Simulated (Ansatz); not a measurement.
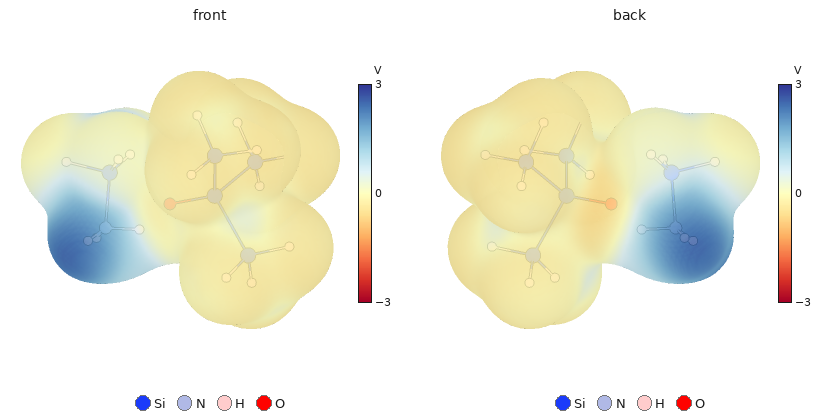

Figure. H6NSi···H9OSi4. The molecular electrostatic potential painted on the density surface at 0.001 e/bohr³, seen from the front and from behind; red is negative and blue positive.

A transition-state structure; geometry: PBE0-D4/def2-TZVP.

These are results of RKS PBE0-D4/def2-TZVPP in Ansatz, not measurements.

```yaml
atoms:
  - { symbol: Si, position_ang: [-0.4636, -1.6842, 2.2163] }
  - { symbol: N, position_ang: [0.5164, -2.8467, 1.1575] }
  - { symbol: H, position_ang: [0.4954, -2.0403, 0.3354] }
  - { symbol: O, position_ang: [-0.0310, -0.8240, 0.1564] }
  - { symbol: Si, position_ang: [-0.0075, 0.5958, -0.6253] }
  - { symbol: Si, position_ang: [1.3941, 0.5465, -2.5096] }
  - { symbol: Si, position_ang: [-2.1441, 1.2248, -1.3752] }
  - { symbol: Si, position_ang: [0.7697, 2.3611, 0.7219] }
  - { symbol: H, position_ang: [0.3286, -0.5199, 2.6568] }
  - { symbol: H, position_ang: [-1.8588, -1.5433, 1.7613] }
  - { symbol: H, position_ang: [-0.5696, -2.5320, 3.4542] }
  - { symbol: H, position_ang: [0.0353, -3.7067, 0.9217] }
  - { symbol: H, position_ang: [1.4347, -3.0724, 1.5212] }
  - { symbol: H, position_ang: [1.3772, 1.8610, -3.2113] }
  - { symbol: H, position_ang: [0.9662, -0.5004, -3.4822] }
  - { symbol: H, position_ang: [2.8059, 0.2477, -2.1297] }
  - { symbol: H, position_ang: [-2.0842, 2.5375, -2.0796] }
  - { symbol: H, position_ang: [-3.1000, 1.3590, -0.2384] }
  - { symbol: H, position_ang: [-2.7099, 0.2208, -2.3216] }
  - { symbol: H, position_ang: [2.1527, 2.1071, 1.2207] }
  - { symbol: H, position_ang: [0.7924, 3.6276, -0.0641] }
  - { symbol: H, position_ang: [-0.0997, 2.5810, 1.9136] }
```

Question: Which sites attract a positive test charge, and which a negative one?

Answer: A positive charge is drawn to the negative regions and a negative charge to the positive ones. The most negative region (about −0.6 V, or −14 kcal/mol for a unit charge) lies over O4, the most positive (about +2.5 V, or +58 kcal/mol for a unit charge) over H12 and H13.
